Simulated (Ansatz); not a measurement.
## How methods differ on CH3BCl2O (methoxydichloroborane)

CH3BCl2O: 8 atoms, total charge 0, spin state singlet. SMILES: `COB(Cl)Cl`. The shape was relaxed beforehand at r2SCAN/def2-SVP.

Each level gives the adiabatic ionisation energy (to the doublet cation, shapes relaxed at r2SCAN/def2-SVP, no zero-point term) (eV). The values are calculated.

```
           level                    kind  program  value (eV)
     HF/def2-SVP            Hartree–Fock   Ansatz       10.24
    PBE/def2-SVP                     GGA   Ansatz       10.23
 r2SCAN/def2-SVP                meta-GGA   Ansatz       10.53
  B3LYP/def2-SVP           global hybrid   Ansatz       10.64
wB97M-V/def2-SVP  range-separated hybrid   Ansatz       11.01
    MP2/def2-SVP     perturbation theory   Ansatz       11.31
```

The values span 10.23 to 11.31 eV.

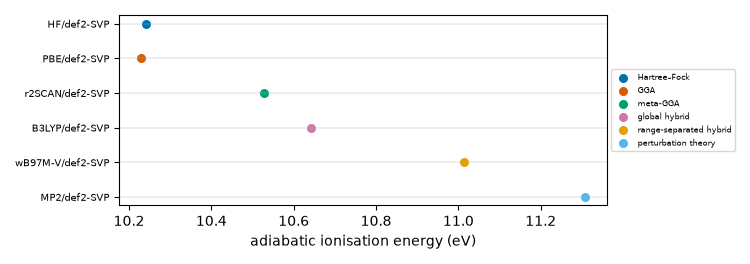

The values of the table, level by level.
